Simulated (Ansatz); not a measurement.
# CH6ClOSbSi: a ladder of functionals and wavefunction methods, part 2 of 2

Ansatz 0.2.0, Gaussian basis; functionals in def2-TZVPP, the program's frozen cores in correlated methods. The steps go on from the part before.

## 14. CAM-B3LYP-D4 (range-separated)

in.yaml

```yaml
crystal:
  periodic: [false, false, false]
  atoms:
    - {symbol: C, position_ang: [-1.809260, 0.749820, 1.158823]}
    - {symbol: O, position_ang: [-0.566045, 0.180775, 0.810013]}
    - {symbol: Sb, position_ang: [-0.472936, -0.984701, -0.761988]}
    - {symbol: Si, position_ang: [2.114845, -0.870568, -0.649180]}
    - {symbol: Cl, position_ang: [-0.557087, 0.694133, -2.438464]}
    - {symbol: H, position_ang: [-1.713830, 1.168745, 2.163340]}
    - {symbol: H, position_ang: [-2.621386, 0.010689, 1.171629]}
    - {symbol: H, position_ang: [-2.085185, 1.556849, 0.471009]}
    - {symbol: H, position_ang: [2.665043, -1.424967, -1.914090]}
    - {symbol: H, position_ang: [2.507214, 0.549457, -0.484368]}
    - {symbol: H, position_ang: [2.603926, -1.687032, 0.493873]}
basis:
  gaussian: {orbitals: def2-TZVPP}
hamiltonian: {xc: {name: CAM-B3LYP}, dispersion: d4}
output: {orbitals: {seedname: orbitals}}
```

Started as:

```console
> ansatz run in.yaml --threads 4 --pin off --events-out ev --progress --plain --max-ram 11315MiB
```

Standard output, shortened:

```text
Functional definition: CAM-B3LYP
  name "CAM-B3LYP"
  cite "Yanai, Tew & Handy, Chem. Phys. Lett. 393, 51 (2004) doi:10.1016/j.cplett.2004.06.011"
  cite "Iikura, Tsuneda, Yanai & Hirao, J. Chem. Phys. 115, 3540 (2001) doi:10.1063/1.1383587"
  cite "Becke, Phys. Rev. A 38, 3098 (1988) doi:10.1103/PhysRevA.38.3098"
  cite "Lee, Yang & Parr, Phys. Rev. B 37, 785 (1988) doi:10.1103/PhysRevB.37.785"
  cite "Vosko, Wilk & Nusair, Can. J. Phys. 58, 1200 (1980) doi:10.1139/p80-159"
[...]
  # Exact exchange under (alpha + beta erf(omega r))/r, Becke's under what is left of 1/r.
[...]
1725 factors; their error is unknown
388 factors; integrals over basis functions are off by at most 9.9e-6 eV
[...]
mean field -30121.87485842 eV, -1106.9584837067 hartree, gradient 4.1e-5 eV, S^2 0.000000; 0 other end points of the search recorded, 0 dependent functions left out
reference -30121.87501678 eV, -1106.9584895263 hartree; 37, 37 occupied and 243, 243 virtual orbitals, 1725 factors
Total energy: -30122.15587761 eV, -1106.9688109715 hartree
```

It took 3.9 s on 4 threads of Intel Xeon Platinum 8488C, shared host; peak memory 1.1 GiB.

With the free atoms at this level, -30086.220 eV in sum, the atomisation energy is 828.7 kcal/mol. HOMO -8.22 eV, LUMO -0.51 eV.

## 15. LC-ωPBE (range-separated)

Changes to in.yaml since step 14:

```diff
@@ -16,3 +16,3 @@
   gaussian: {orbitals: def2-TZVPP}
-hamiltonian: {xc: {name: CAM-B3LYP}, dispersion: d4}
+hamiltonian: {xc: {name: LC-wPBE}}
 output: {orbitals: {seedname: orbitals}}
```

Launched as before.

Standard output, shortened:

```text
Functional definition: LC-wPBE
  name "LC-wPBE"
  cite "Vydrov & Scuseria, J. Chem. Phys. 125, 234109 (2006) doi:10.1063/1.2409292"
  cite "Heyd & Scuseria, J. Chem. Phys. 120, 7274 (2004) doi:10.1063/1.1668634"
  cite "Ernzerhof & Perdew, J. Chem. Phys. 109, 3313 (1998) doi:10.1063/1.476928"
  cite "Perdew, Burke & Ernzerhof, Phys. Rev. Lett. 77, 3865 (1996) doi:10.1103/PhysRevLett.77.3865"
  parent pbe
[...]
1650 factors; their error is unknown
505 factors; integrals over basis functions are off by at most 2.7e-5 eV
[...]
mean field -30115.99308297 eV, -1106.7423324457 hartree, gradient 3.2e-5 eV, S^2 0.000000; 0 other end points of the search recorded, 0 dependent functions left out
reference -30115.99308298 eV, -1106.7423324460 hartree; 37, 37 occupied and 243, 243 virtual orbitals, 1650 factors
Total energy: -30115.99308298 eV, -1106.7423324460 hartree
```

Run time: 2.5 s. Hardware: 4 threads of Intel Xeon Platinum 8488C, shared host.

With the free atoms at this level, -30080.807 eV in sum, the atomisation energy is 811.4 kcal/mol. HOMO -9.44 eV, LUMO 0.60 eV.

## 16. ωB97X-V (range-separated)

Changes to in.yaml since step 15:

```diff
@@ -16,3 +16,3 @@
   gaussian: {orbitals: def2-TZVPP}
-hamiltonian: {xc: {name: LC-wPBE}}
+hamiltonian: {xc: {name: wB97X-V}}
 output: {orbitals: {seedname: orbitals}}
```

The command is unchanged.

Standard output, shortened:

```text
Functional definition: wB97X-V
  name "wB97X-V"
  cite "Mardirossian & Head-Gordon, Phys. Chem. Chem. Phys. 16, 9904 (2014) doi:10.1039/C3CP54374A"
  cite "Becke, J. Chem. Phys. 107, 8554 (1997) doi:10.1063/1.475007"
  cite "Vydrov & Van Voorhis, J. Chem. Phys. 133, 244103 (2010) doi:10.1063/1.3521275"
[...]
      + integral(e_c_pw_opposite_spin*poly(b97_u_opposite, cos0, cos1)) + vv10(b, c)
1722 factors; their error is unknown
367 factors; integrals over basis functions are off by at most 2.0e-5 eV
[...]
mean field -30118.36336771 eV, -1106.8294388034 hartree, gradient 7.7e-5 eV, S^2 0.000000; 0 other end points of the search recorded, 0 dependent functions left out
reference -30118.36336526 eV, -1106.8294387133 hartree; 37, 37 occupied and 243, 243 virtual orbitals, 1722 factors
Total energy: -30118.36336526 eV, -1106.8294387133 hartree
```

Wall time 7 s (4 threads of Intel Xeon Platinum 8488C, shared host); peak memory 1.1 GiB.

Atomisation energy: 834.1 kcal/mol (free atoms -30082.191 eV, run apart). HOMO -9.15 eV, LUMO 0.48 eV.

## 17. ωB97M-V (range-separated)

Changes to in.yaml since step 16:

```diff
@@ -16,3 +16,3 @@
   gaussian: {orbitals: def2-TZVPP}
-hamiltonian: {xc: {name: wB97X-V}}
-output: {orbitals: {seedname: orbitals}}
+hamiltonian: {xc: {name: wB97M-V}}
+output: {forces: true, orbitals: {seedname: orbitals}}
```

The command is unchanged.

Standard output, shortened:

```text
Functional definition: wB97M-V
  name "wB97M-V"
  cite "Mardirossian & Head-Gordon, J. Chem. Phys. 144, 214110 (2016) doi:10.1063/1.4952647"
  cite "Becke, J. Chem. Phys. 107, 8554 (1997) doi:10.1063/1.475007"
  cite "Vydrov & Van Voorhis, J. Chem. Phys. 133, 244103 (2010) doi:10.1063/1.3521275"
  # Of w^i u^j: cxij and so on, Table III.
[...]
  gx(w, u) = 1 - cx + cx01*u + cx10*w
  gss(w, u) = css00 + css04*u^4 + css10*w + css20*w^2 + css43*w^4*u^3
  gos(w, u) = cos00 + cos10*w + (cos20 + cos21*u)*w^2 + (cos60 + cos61*u)*w^6
[...]
      + integral(e_c_pw_mod_opposite_spin*gos(b97_w_opposite, b97_u_opposite)) + vv10(b, c)
1707 factors; their error is unknown
367 factors; integrals over basis functions are off by at most 2.0e-5 eV
[...]
Atom 1 at    -0.566045     0.180775     0.810013 Å, force     0.220284    -0.123376    -0.134421 eV/Å
Atom 2 at    -0.472936    -0.984701    -0.761988 Å, force     0.139685     0.022012     0.029925 eV/Å
Atom 3 at     2.114845    -0.870568    -0.649180 Å, force     0.018117     0.013633     0.001386 eV/Å
Atom 4 at    -0.557087     0.694133    -2.438464 Å, force     0.014402    -0.011547     0.045924 eV/Å
Atom 5 at    -1.713830     1.168745     2.163340 Å, force    -0.029500    -0.032299    -0.093449 eV/Å
Atom 6 at    -2.621386     0.010689     1.171629 Å, force     0.071483     0.049544    -0.005503 eV/Å
Atom 7 at    -2.085185     1.556849     0.471009 Å, force     0.024048    -0.068495     0.053594 eV/Å
Atom 8 at     2.665043    -1.424967    -1.914090 Å, force    -0.069104     0.065753     0.147517 eV/Å
Atom 9 at     2.507214     0.549457    -0.484368 Å, force    -0.060003    -0.168975    -0.021627 eV/Å
Atom 10 at     2.603926    -1.687032     0.493873 Å, force    -0.065955     0.096070    -0.136734 eV/Å
Dipole moment:    -0.073450    -0.383401     0.238204 e Å
```

Wall time 10 s (4 threads of Intel Xeon Platinum 8488C, shared host); peak memory 1.2 GiB.

Atomisation energy: 826.5 kcal/mol (free atoms -30083.418 eV, run apart). HOMO -9.01 eV, LUMO 0.31 eV.

## 18. B2PLYP (double hybrid)

Changes to in.yaml since step 17:

```diff
@@ -16,3 +16,2 @@
   gaussian: {orbitals: def2-TZVPP}
-hamiltonian: {xc: {name: wB97M-V}}
-output: {forces: true, orbitals: {seedname: orbitals}}
+hamiltonian: {xc: {name: B2PLYP}}
```

The command is unchanged.

Standard output, shortened:

```text
Functional definition: B2PLYP
  name "B2PLYP"
  cite "Grimme, J. Chem. Phys. 124, 034108 (2006) doi:10.1063/1.2148954"
  cite "Becke, Phys. Rev. A 38, 3098 (1988) doi:10.1103/PhysRevA.38.3098"
  cite "Lee, Yang & Parr, Phys. Rev. B 37, 785 (1988) doi:10.1103/PhysRevB.37.785"
[...]
1798 factors; integrals over basis functions are off by at most 8.8e-4 eV
[...]
mean field -30098.47365619 eV, -1106.0985053870 hartree, gradient 3.4e-6 eV, S^2 0.000000; 0 other end points of the search recorded, 0 dependent functions left out
16 core orbitals not correlated: weight in the atoms' cores, before any rotation towards them, 1.000 or more for the frozen orbitals, at most 0.000 for the correlated occupied ones
reference -30098.47386133 eV, -1106.0985129255 hartree; 21, 21 occupied and 243, 243 virtual orbitals, 1798 factors
second order -35.46298099 eV of doubles, -0.00000000 eV of singles
Total energy: -30108.04886620 eV, -1106.4503878642 hartree
```

Run time: 6 s. Hardware: 4 threads of Intel Xeon Platinum 8488C, shared host; peak memory 0.87 GiB.

With the free atoms at this level, -30072.765 eV in sum, the atomisation energy is 813.7 kcal/mol.

## 19. PBE-QIDH (double hybrid)

Changes to in.yaml since step 18:

```diff
@@ -16,2 +16,2 @@
   gaussian: {orbitals: def2-TZVPP}
-hamiltonian: {xc: {name: B2PLYP}}
+hamiltonian: {xc: {name: PBE-QIDH}}
```

The command is unchanged.

Standard output, shortened:

```text
Functional definition: PBE-QIDH
  name "PBE-QIDH"
  cite "Brémond, Sancho-García, Pérez-Jiménez & Adamo, J. Chem. Phys. 141, 031101 (2014) doi:10.1063/1.4890314"
  cite "Perdew, Burke & Ernzerhof, Phys. Rev. Lett. 77, 3865 (1996) doi:10.1103/PhysRevLett.77.3865"
[...]
1798 factors; integrals over basis functions are off by at most 8.8e-4 eV
[...]
mean field -30090.61982401 eV, -1105.8098823778 hartree, gradient 9.3e-6 eV, S^2 0.000000; 0 other end points of the search recorded, 0 dependent functions left out
16 core orbitals not correlated: weight in the atoms' cores, before any rotation towards them, 1.000 or more for the frozen orbitals, at most 0.000 for the correlated occupied ones
reference -30090.61983962 eV, -1105.8098829514 hartree; 21, 21 occupied and 243, 243 virtual orbitals, 1798 factors
second order -32.96881016 eV of doubles, -0.00000000 eV of singles
Total energy: -30101.60944301 eV, -1106.2137434268 hartree
```

Run time: 6 s. Hardware: 4 threads of Intel Xeon Platinum 8488C, shared host; peak memory 0.87 GiB.

Atomisation energy: 811.6 kcal/mol (free atoms -30066.414 eV, run apart).

## 20. Frontier levels by functional

Dipoles come from the runs that computed forces. Levels are read from the orbital files that the runs wrote:

| functional | HOMO (eV) | LUMO (eV) | gap (eV) | dipole (D) |
| --- | --- | --- | --- | --- |
| LDA (SPW92) | -6.09 | -2.49 | 3.60 |  |
| PBE-D4 | -5.94 | -2.26 | 3.68 | 2.07 |
| revPBE-D4 | -5.89 | -2.17 | 3.72 |  |
| BLYP-D4 | -5.80 | -2.15 | 3.66 |  |
| r2SCAN-D4 | -6.19 | -2.11 | 4.08 | 2.12 |
| B97M-V | -6.26 | -2.12 | 4.14 |  |
| PBE0-D4 | -7.02 | -1.51 | 5.51 |  |
| B3LYP-D4 | -6.82 | -1.71 | 5.11 | 2.21 |
| r2SCANh-D4 | -6.59 | -1.84 | 4.75 |  |
| r2SCAN0-D4 | -7.18 | -1.42 | 5.76 |  |
| HSE06-D4 | -6.63 | -1.88 | 4.75 |  |
| BHLYP-D4 | -7.95 | -0.66 | 7.29 |  |
| CAM-B3LYP-D4 | -8.22 | -0.51 | 7.71 |  |
| LC-ωPBE | -9.44 | 0.60 | 10.04 |  |
| ωB97X-V | -9.15 | 0.48 | 9.63 |  |
| ωB97M-V | -9.01 | 0.31 | 9.33 | 2.20 |

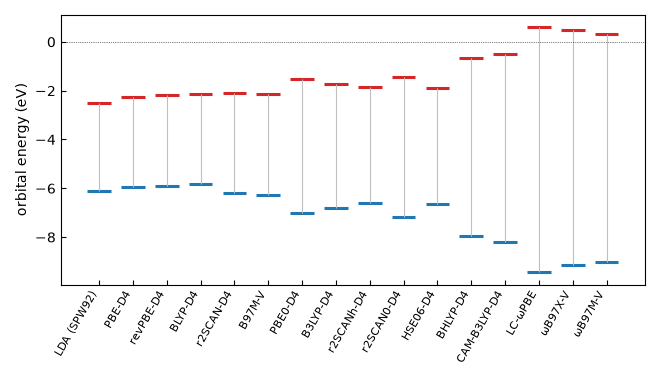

Highest occupied (blue) and lowest empty (red) level by functional.

## 21. CCSD(T) in def2-SVP

Changes to in.yaml since step 19:

```diff
@@ -15,3 +15,3 @@
 basis:
-  gaussian: {orbitals: def2-TZVPP}
-hamiltonian: {xc: {name: PBE-QIDH}}
+  gaussian: {orbitals: def2-SVP}
+correlation: {method: ccsd_t}
```

Launched as before.

Standard output, shortened:

```text
Functional definition: HF
  name "HF"
  cite "Fock, Z. Phys. 61, 126 (1930) doi:10.1007/BF01340294"
  parent pbe
[...]
1242 factors; integrals over basis functions are off by at most 1.6e-3 eV
[...]
mean field -30030.77625109 eV, -1103.6106716363 hartree, gradient 8.5e-6 eV, S^2 0.000000; 0 other end points of the search recorded, 0 dependent functions left out
16 core orbitals not correlated: weight in the atoms' cores, before any rotation towards them, 1.000 or more for the frozen orbitals, at most 0.000 for the correlated occupied ones
reference -30030.77625109 eV, -1103.6106716363 hartree; 21, 21 occupied and 83, 83 virtual orbitals, 1242 factors
second order -18.36883663 eV of doubles, -0.00000000 eV of singles
cycle   1  -19.33938230 eV  change   -9.7e-1 eV  update   1.2e-1
[...]
cycle  10  -20.04372108 eV  change    1.7e-5 eV  update   2.5e-5
perturbative correction -0.55240963 eV, -0.0203006795 hartree
Total energy: -30051.37238180 eV, -1104.3675654794 hartree
```

Run time: 7 s. Hardware: 4 threads of Intel Xeon Platinum 8488C, shared host; peak memory 0.73 GiB.

## 22. CCSD(T) in def2-TZVPP

Changes to in.yaml since step 21:

```diff
@@ -15,3 +15,4 @@
 basis:
-  gaussian: {orbitals: def2-SVP}
+  gaussian: {orbitals: def2-TZVPP}
 correlation: {method: ccsd_t}
+output: {orbitals: {seedname: orbitals}}
```

Launched as before.

Standard output, shortened:

```text
Functional definition: HF
  name "HF"
  cite "Fock, Z. Phys. 61, 126 (1930) doi:10.1007/BF01340294"
  parent pbe
[...]
1798 factors; integrals over basis functions are off by at most 8.8e-4 eV
[...]
mean field -30042.12533067 eV, -1104.0277426183 hartree, gradient 1.5e-6 eV, S^2 0.000000; 0 other end points of the search recorded, 0 dependent functions left out
16 core orbitals not correlated: weight in the atoms' cores, before any rotation towards them, 1.000 or more for the frozen orbitals, at most 0.000 for the correlated occupied ones
reference -30042.12533067 eV, -1104.0277426183 hartree; 21, 21 occupied and 243, 243 virtual orbitals, 1798 factors
second order -29.27337015 eV of doubles, -0.00000000 eV of singles
cycle   1  -29.43944542 eV  change   -1.7e-1 eV  update   1.3e-1
[...]
cycle  10  -30.37318701 eV  change   -1.6e-5 eV  update   3.8e-5
perturbative correction -1.14564472 eV, -0.0421016670 hartree
Total energy: -30073.64416240 eV, -1105.1860383201 hartree
```

It took 3.7 min on 4 threads of Intel Xeon Platinum 8488C, shared host; peak memory 8.4 GiB.

## 23. MP2 in def2-QZVPP

Changes to in.yaml since step 22:

```diff
@@ -15,4 +15,3 @@
 basis:
-  gaussian: {orbitals: def2-TZVPP}
-correlation: {method: ccsd_t}
-output: {orbitals: {seedname: orbitals}}
+  gaussian: {orbitals: "def2-QZVPP.json"}
+correlation: {method: mp2}
```

Launched as before.

Standard output:

```text
Functional definition: HF
  name "HF"
  cite "Fock, Z. Phys. 61, 126 (1930) doi:10.1007/BF01340294"
  parent pbe
  exchange = exact_x
  correlation = 0
3079 factors; integrals over basis functions are off by at most 9.9e-4 eV
mean field evaluation 1: about -30038.8835 eV, gradient 3.8e1 eV
mean field evaluation 2: about -30039.0590 eV, gradient 3.9e1 eV
mean field evaluation 4: about -30042.8656 eV, gradient 4.9e0 eV
mean field evaluation 8: about -30042.9683 eV, gradient 4.2e-1 eV
mean field evaluation 16: about -30042.9700 eV, gradient 1.2e-6 eV
mean field -30042.97000686 eV, -1104.0587838956 hartree, gradient 1.2e-6 eV, S^2 0.000000; 0 other end points of the search recorded, 0 dependent functions left out
16 core orbitals not correlated: weight in the atoms' cores, before any rotation towards them, 1.000 or more for the frozen orbitals, at most 0.000 for the correlated occupied ones
reference -30042.97000686 eV, -1104.0587838956 hartree; 21, 21 occupied and 479, 479 virtual orbitals, 3079 factors
second order -37.46968224 eV of doubles, -0.00000000 eV of singles
Total energy: -30080.43968910 eV, -1105.4357693202 hartree
```

It took 22 s on 4 threads of Intel Xeon Platinum 8488C, shared host; peak memory 3.4 GiB.

The pieces so far (eV):

| basis | HF | MP2 correlation | CCSD correlation | (T) | total |
| --- | --- | --- | --- | --- | --- |
| def2-SVP | -30030.7763 | -18.3688 | -20.0437 | -0.5524 | -30051.3724 |
| def2-TZVPP | -30042.1253 | -29.2734 | -30.3732 | -1.1456 | -30073.6442 |
| def2-QZVPP | -30042.9700 | -37.4697 |  |  | -30080.4397 (MP2) |

The report of the def2-TZVPP run gives T1 = 0.0142.

## 24. The basis-set limit

This step is arithmetic on the last runs, with X = 3 and 4: exp(−7.88√X) for Hartree-Fock, X^−2.97 for correlation; only MP2 was run in the larger set, so CCSD(T) minus MP2 is added from the smaller one.

| level | energy at the limit (eV) |
| --- | --- |
| HF | -30043.0864 |
| MP2 | -30086.6274 |
| CCSD | -30087.7272 |
| CCSD(T) | -30088.8728 |

This is no true limit for total energies: MP2 correlation changes by a factor of 1.28 from triple to quadruple zeta (about 1.07 in light molecules), because outer-core shells are correlated in sets not made for them. Much of that cancels between molecule and atoms or ions.

## 25. RPA on PBE orbitals

Changes to in.yaml since step 23:

```diff
@@ -15,3 +15,4 @@
 basis:
-  gaussian: {orbitals: "def2-QZVPP.json"}
-correlation: {method: mp2}
+  gaussian: {orbitals: def2-TZVPP}
+hamiltonian: {xc: pbe}
+correlation: {method: rpa}
```

Same command.

Standard output, shortened:

```text
Functional definition: PBE
  name "PBE"
  cite "Perdew, Burke & Ernzerhof, Phys. Rev. Lett. 77, 3865 (1996) doi:10.1103/PhysRevLett.77.3865"
  parent pbe
[...]
1798 factors; integrals over basis functions are off by at most 8.8e-4 eV
[...]
mean field -30109.91646607 eV, -1106.5190208935 hartree, gradient 2.5e-6 eV, S^2 0.000000; 0 other end points of the search recorded, 0 dependent functions left out
16 core orbitals not correlated: weight in the atoms' cores, before any rotation towards them, 1.000 or more for the frozen orbitals, at most 0.000 for the correlated occupied ones
reference -30040.01943396 eV, -1103.9503523414 hartree; 21, 21 occupied and 243, 243 virtual orbitals, 1798 factors
Total energy: -30086.51729246 eV, -1105.6591171241 hartree
```

Wall time 5.5 s (4 threads of Intel Xeon Platinum 8488C, shared host); peak memory 0.8 GiB.

RPA correlation: -46.498 eV. No RPA run of the hydrogen atom was made, so RPA has no atomisation energy below.

## 26. All levels against the reference

Atomisation energy = energies of 1 C, 1 O, 1 Sb, 1 Si, 1 Cl, 6 H (separate runs, same level) minus the molecule's; electronic only, no spin-orbit term.

Differences are taken before rounding.

| method | rung | atomisation energy (kcal/mol) | from CCSD(T)/CBS (kcal/mol) | time |
| --- | --- | --- | --- | --- |
| LDA (SPW92) | LDA | 950.7 | +120.4 | 2.3 s |
| PBE-D4 | GGA | 839.9 | +9.6 | 2.2 s |
| revPBE-D4 | GGA | 819.8 | -10.5 | 1.8 s |
| BLYP-D4 | GGA | 830.3 | 0.0 | 1.9 s |
| r2SCAN-D4 | meta-GGA | 827.2 | -3.1 | 3.8 s |
| B97M-V | meta-GGA | 835.0 | +4.7 | 7 s |
| PBE0-D4 | hybrid | 821.6 | -8.6 | 3.2 s |
| B3LYP-D4 | hybrid | 828.6 | -1.7 | 4.8 s |
| r2SCANh-D4 | hybrid | 820.3 | -10.0 | 4.4 s |
| r2SCAN0-D4 | hybrid | 810.5 | -19.7 | 4.7 s |
| HSE06-D4 | hybrid | 821.8 | -8.4 | 3.6 s |
| BHLYP-D4 | hybrid | 802.6 | -27.6 | 3.3 s |
| CAM-B3LYP-D4 | range-separated | 828.7 | -1.6 | 3.9 s |
| LC-ωPBE | range-separated | 811.4 | -18.9 | 2.5 s |
| ωB97X-V | range-separated | 834.1 | +3.9 | 7 s |
| ωB97M-V | range-separated | 826.5 | -3.8 | 10 s |
| B2PLYP | double hybrid | 813.7 | -16.6 | 6 s |
| PBE-QIDH | double hybrid | 811.6 | -18.6 | 6 s |
| HF/def2-TZVPP | wavefunction | 574.7 | -255.6 |  |
| MP2/def2-TZVPP | wavefunction | 805.6 | -24.6 |  |
| CCSD/def2-TZVPP | wavefunction | 785.5 | -44.8 |  |
| CCSD(T)/def2-SVP | wavefunction | 756.2 | -74.1 | 7 s |
| CCSD(T)/def2-TZVPP | wavefunction | 799.9 | -30.4 | 3.7 min |
| MP2/CBS | wavefunction | 836.1 | +5.8 |  |
| CCSD(T)/CBS | wavefunction | 830.3 | 0 | 4.1 min |

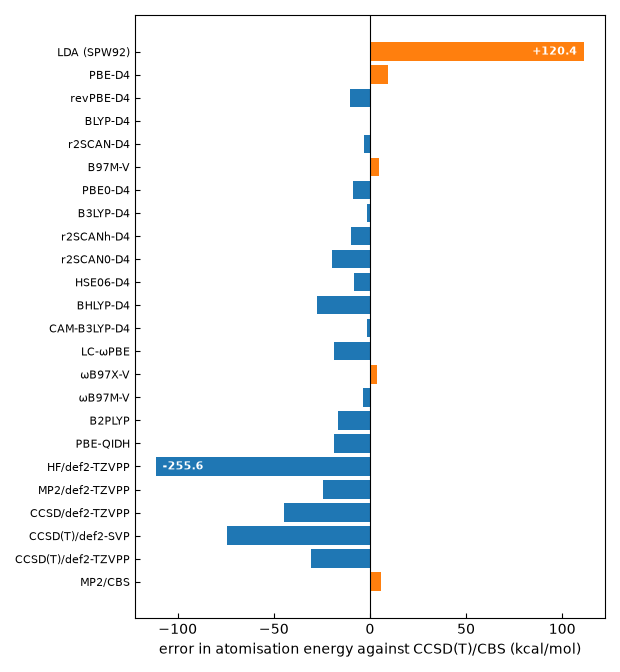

How far each level lands from CCSD(T)/CBS. Bars with a number in them are cut short.

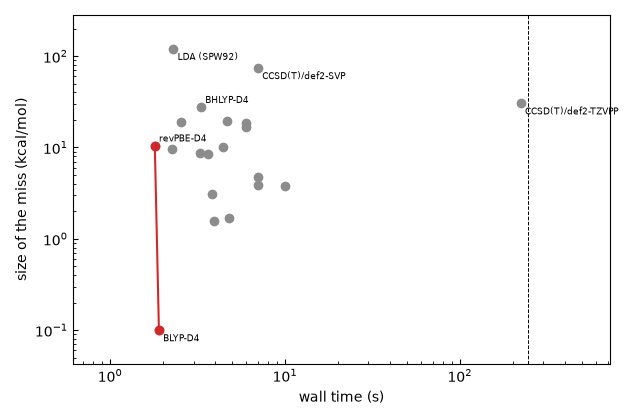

Miss against cost. Red marks the levels that no quicker level drawn beats (of those quicker than the yardstick), and the dashed line is the time of CCSD(T)/CBS. Only those levels and the largest misses are named. Misses under 0.1 kcal/mol are drawn at that value. Times are from a shared host.

LDA (SPW92), LC-ωPBE, B2PLYP, PBE-QIDH carry no dispersion term (for B3LYP, D4 adds 11.7 kcal/mol).

Times are those of the molecule's run; HF, MP2 and CCSD come out of the CCSD(T) runs, and the limit's time is the sum of the runs that it needs.

## 27. What came out

What follows sums up all 2 parts.

```
                               quantity                                                                 value
        atomisation energy, CCSD(T)/CBS                                                        830.3 kcal/mol
functionals within 8.3 kcal/mol (1.0 %)  BLYP-D4, r2SCAN-D4, B97M-V, B3LYP-D4, CAM-B3LYP-D4, ωB97X-V, ωB97M-V
                    farthest beyond LDA                                             BHLYP-D4 (-27.6 kcal/mol)
                mean size of error, GGA                                                          6.7 kcal/mol
           mean size of error, meta-GGA                                                          3.9 kcal/mol
             mean size of error, hybrid                                                         12.7 kcal/mol
    mean size of error, range-separated                                                          7.0 kcal/mol
      mean size of error, double hybrid                                                         17.6 kcal/mol
              gap, smallest and largest                             3.60 eV (LDA (SPW92)), 10.04 eV (LC-ωPBE)
                          T1 diagnostic                                                                0.0142
triples share of the correlation energy                                                                 3.6 %
```

What this shows: LDA overbinds by 120.4 kcal/mol (15 %). PBE-D4 misses by +9.6 kcal/mol. Double hybrids carry the basis error of their MP2 part in triple zeta, and no dispersion term here, so their miss is partly the set-up's. The rungs meta-GGA, GGA, range-separated miss on average by less than the doubt on the reference (8.3 kcal/mol), so they tie. Misses under about 8.3 kcal/mol are within the doubt on the reference itself, which lacks core-valence correlation, spin-orbit coupling and higher excitations, and its outer-core shells are covered unevenly. All levels share the lack of spin-orbit coupling, which lowers the free heavy atoms and so the true binding. Hartree-Fock recovers 69 % of the binding; the rest is correlation. CCSD(T) in def2-SVP is off by -74.1 kcal/mol, more than most functionals: a good method in a small basis is no reference. The gap grows from 3.6 to 10.0 eV across the functionals, mostly with the share of exact exchange. Correlated methods include outer-core shells of Sb, which these sets cover unevenly.

BLYP-D4 reaches 0.0 kcal/mol from the reference in 1.9 s, where CCSD(T)/CBS took 4.1 min; the quickest level in the cost chart, revPBE-D4, takes 1.8 s and misses by 10.5 kcal/mol.
